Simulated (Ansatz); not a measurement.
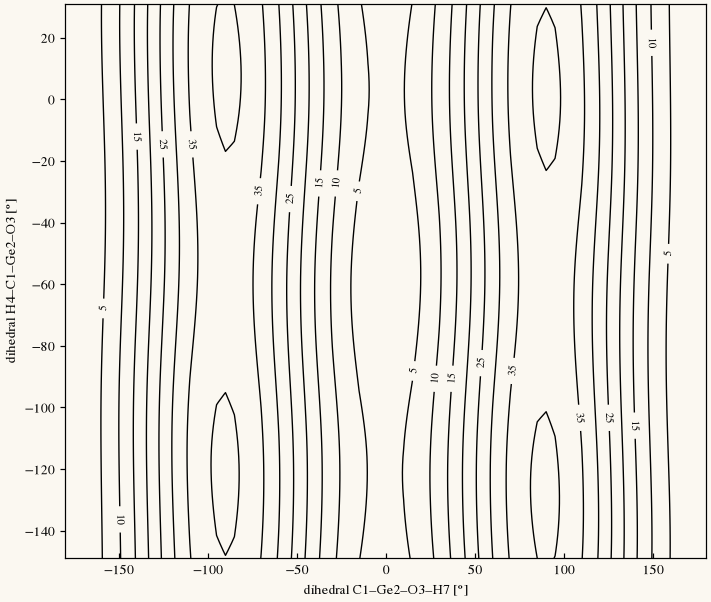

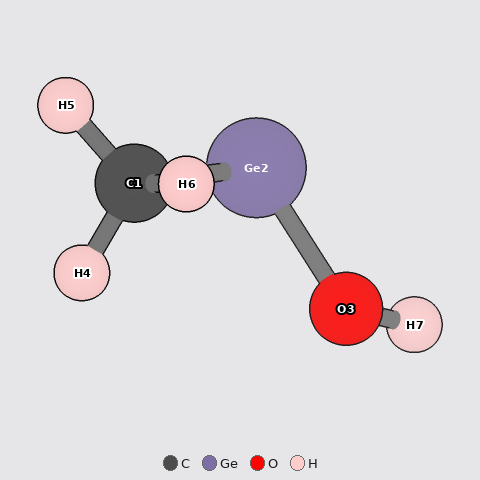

Energy landscape of CH4GeO, SMILES [CH3][Ge][OH]. The first coordinate is: dihedral C1–Ge2–O3–H7; the second: dihedral H4–C1–Ge2–O3. Nothing is relaxed (all other coordinates rigid). The scan uses a 12 × 11 grid. Energies are in kJ/mol, from the lowest grid point. Computed with Ansatz, RKS PBE0-D4/def2-TZVP.

Drawn: contour lines labelled in kJ/mol. Between grid points the surface is interpolated. The second picture is the structure at the lowest point.

Question: What does the map say about the system?

Answer: The lowest grid point is at dihedral C1–Ge2–O3–H7 = −180°, dihedral H4–C1–Ge2–O3 = −59°. The energy also falls towards the edge at dihedral C1–Ge2–O3–H7 = 0°, dihedral H4–C1–Ge2–O3 = 31° (2.9 kJ/mol above the lowest) and dihedral C1–Ge2–O3–H7 = 0°, dihedral H4–C1–Ge2–O3 = −149° (2.9 kJ/mol above the lowest), where a further well may lie outside the range. A higher local minimum lies near dihedral C1–Ge2–O3–H7 = 0°, dihedral H4–C1–Ge2–O3 = −59° (1.2 kJ/mol above the lowest at that grid point). The highest grid point, dihedral C1–Ge2–O3–H7 = 90°, dihedral H4–C1–Ge2–O3 = −131°, lies 40.9 kJ/mol above the lowest.

Time for the 132 points that were run: 12 min on 1 thread of Arm Neoverse V1 (shared host).
